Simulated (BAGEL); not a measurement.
**BHSeF2 (SMILES FB(F)[SeH]) at HF/6-31G(d) (density fitting with qzvpp-jkfit, spherical functions)**

Aim: the vertical ionisation energy of BHSeF2 at HF/6-31G* (density fitting with qzvpp-jkfit, spherical functions), from 2 runs. 

The results are computed with BAGEL 1.2.2.

4 further runs of the same task are left out: 3 that didn't finish, 1 set aside as unsound or not needed. Runs told in other sessions of the task aren't counted.

### Step 1. Starting point

The species is BHSeF2 (5 atoms), meant as a singlet with charge 0. As SMILES, `FB(F)[SeH]`. The coordinates come from a PBE0-D4/def2-TZVP relaxation.

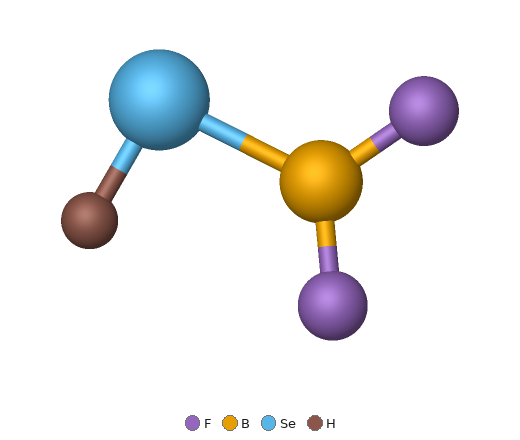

Viewed from a chosen angle; fluorine purple, boron amber, selenium blue, hydrogen brown.

### Step 2. The energy at HF/6-31G(d) (density fitting with qzvpp-jkfit, spherical functions)

The input, job.json:

```json
{ "bagel": [

{
  "title": "molecule",
  "basis": "6-31gs.json",
  "df_basis": "qzvpp-jkfit",
  "angstrom": true,
  "geometry": [
    { "atom": "F", "xyz": [    0.971300,   -1.477000,    0.583800 ] },
    { "atom": "B", "xyz": [    0.105300,   -0.542100,    0.251300 ] },
    { "atom": "F", "xyz": [   -1.159100,   -0.716000,    0.574300 ] },
    { "atom": "Se", "xyz": [    0.735700,    1.032900,   -0.691600 ] },
    { "atom": "H", "xyz": [   -0.603400,    1.628400,   -0.759200 ] }
  ]
},
{ "title": "hf" },
{ "title": "print", "file": "orbitals.molden", "orbitals": true }

]}
```

The basis set 6-31G* is read from a file made from the Basis Set Exchange's data (not shown).

Launch:

```
BAGEL_NUM_THREADS=1 BAGEL job.json > job.out
```

Standard output:

```text
* using 1 threads per process

  ===============================================================
  ===============================================================

  *** Geometry ***

  { "atom" : "F", "xyz" : [      1.835491,     -2.791125,      1.103222 ] },
  { "atom" : "B", "xyz" : [      0.198988,     -1.024421,      0.474888 ] },
  { "atom" : "F", "xyz" : [     -2.190382,     -1.353044,      1.085270 ] },
  { "atom" : "Se", "xyz" : [      1.390272,      1.951898,     -1.306935 ] },
  { "atom" : "H", "xyz" : [     -1.140261,      3.077230,     -1.434680 ] },

  Number of auxiliary basis functions:      513

  Since a DF basis is specified, we compute 2- and 3-index integrals:
    o Being stored without compression. Storage requirement is 0.024 GB

  Number of basis functions:       76
  Number of electrons      :       58

    * METHOD: MOLECULE                             0.28

  *** RHF ***

  === Nuclear Repulsion ===
   231.4813469043

      * DIIS with orbital gradients will be used.

  === RHF iteration (6-31gs.json) ===
      0      -2623.65583486          0.01985737           0.08
      1      -2623.77255487          0.01221755           0.08
      2      -2623.82313274          0.00113425           0.08
      3      -2623.82410622          0.00029187           0.08
      4      -2623.82414900          0.00008027           0.08
      5      -2623.82415327          0.00001843           0.08
      6      -2623.82415357          0.00000591           0.08
      7      -2623.82415360          0.00000122           0.08
      8      -2623.82415360          0.00000049           0.08
      9      -2623.82415360          0.00000021           0.08
     10      -2623.82415360          0.00000005           0.08
     11      -2623.82415360          0.00000002           0.08
     12      -2623.82415360          0.00000000           0.08
    * SCF iteration converged.

    * Permanent dipole moment:
           (    0.213641,    -0.306305,     0.121798) a.u.

    * METHOD: HF                                   1.21

    * METHOD: PRINT                                0.02

  ===============================================================
```

Run time: 1.6 s. Hardware: 1 thread of Arm Neoverse V1, shared host; peak memory 0.12 GiB.

### Step 3. The doublet cation

The input, job.json:

```json
{ "bagel": [

{
  "title": "molecule",
  "basis": "6-31gs.json",
  "df_basis": "qzvpp-jkfit",
  "angstrom": true,
  "geometry": [
    { "atom": "F", "xyz": [       0.971300,      -1.477000,       0.583800 ] },
    { "atom": "B", "xyz": [       0.105300,      -0.542100,       0.251300 ] },
    { "atom": "F", "xyz": [      -1.159100,      -0.716000,       0.574300 ] },
    { "atom": "Se", "xyz": [       0.735700,       1.032900,      -0.691600 ] },
    { "atom": "H", "xyz": [      -0.603400,       1.628400,      -0.759200 ] }
  ]
},

{ "title": "uhf", "charge": 1, "nopen": 1 },

{ "title": "print", "file": "orbitals.molden", "orbitals": true }

]}
```

The basis set 6-31G* is read from a file made from the Basis Set Exchange's data (not shown).

Launch:

```
BAGEL_NUM_THREADS=1 BAGEL job.json > job.out
```

Standard output:

```text
* using 1 threads per process

  ===============================================================
  ===============================================================

  *** Geometry ***

  { "atom" : "F", "xyz" : [      1.835491,     -2.791125,      1.103222 ] },
  { "atom" : "B", "xyz" : [      0.198988,     -1.024421,      0.474888 ] },
  { "atom" : "F", "xyz" : [     -2.190382,     -1.353044,      1.085270 ] },
  { "atom" : "Se", "xyz" : [      1.390272,      1.951898,     -1.306935 ] },
  { "atom" : "H", "xyz" : [     -1.140261,      3.077230,     -1.434680 ] },

  Number of auxiliary basis functions:      513

  Since a DF basis is specified, we compute 2- and 3-index integrals:
    o Being stored without compression. Storage requirement is 0.024 GB

  Number of basis functions:       76
  Number of electrons      :       58

    * METHOD: MOLECULE                             0.28

  *** Open-shell HF ***

  === Nuclear Repulsion ===
   231.4813469043

      * DIIS with orbital gradients will be used.

  === UHF iteration (6-31gs.json) ===
      0      -2623.27625223          0.04309343           0.15
      1      -2623.41511515          0.02751886           0.15
      2      -2623.45627611          0.01693818           0.14
      3      -2623.48137047          0.00074366           0.14
      4      -2623.48159780          0.00012075           0.15
      5      -2623.48161439          0.00004291           0.15
      6      -2623.48161998          0.00001444           0.15
      7      -2623.48162190          0.00000428           0.15
      8      -2623.48162268          0.00000182           0.15
      9      -2623.48162307          0.00000086           0.14
     10      -2623.48162321          0.00000050           0.14
     11      -2623.48162326          0.00000027           0.14
     12      -2623.48162328          0.00000010           0.14
     13      -2623.48162328          0.00000004           0.14
     14      -2623.48162328          0.00000002           0.14
     15      -2623.48162328          0.00000001           0.14
    * SCF iteration converged.

    * S^2 (UHF) is 0.7604

    * Permanent dipole moment:
           (   -0.022389,    -1.332816,     0.704323) a.u.

    * METHOD: UHF                                  2.54

    * METHOD: PRINT                                0.02

  ===============================================================
```

Run time: 3 s. Hardware: 1 thread of Arm Neoverse V1, shared host; peak memory 0.12 GiB.

### Step 4. What came out

Level: HF/6-31G* (density fitting with qzvpp-jkfit, spherical functions).

| quantity | value |
| --- | --- |
| singlet BHSeF2: total energy | -2623.82415 Eh |
| singlet BHSeF2: dipole moment | 1.00 D |
| singlet BHSeF2: HOMO energy | -10.36 eV |
| singlet BHSeF2: LUMO energy | 3.83 eV |
| singlet BHSeF2: HOMO–LUMO gap | 14.19 eV |
| doublet cation: total energy | -2623.48162 Eh |
| doublet cation: ⟨S²⟩ | 0.760 |
| vertical ionisation energy (to the doublet cation) | 9.321 eV |

What this shows: The vertical ionisation energy comes to 9.32 eV (215 kcal/mol). −ε(HOMO) before ionisation, 10.36 eV, is 1.04 eV above this ionisation energy.
